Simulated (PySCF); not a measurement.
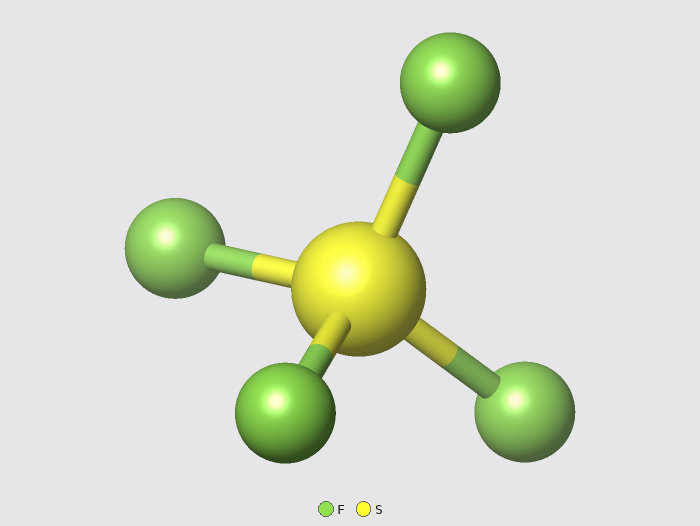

The computed structure is the end point of a PBE0-D3(BJ)/def2-SVP optimisation. No frequency run is at hand to confirm it as a minimum.

Draw it as a skeletal formula.

SMILES: FS(F)(F)F

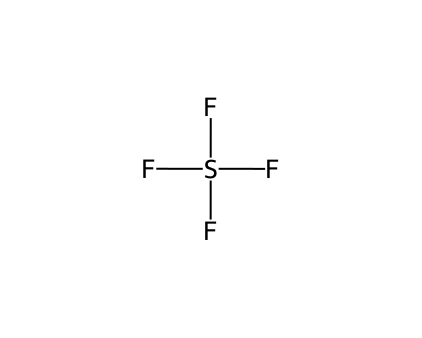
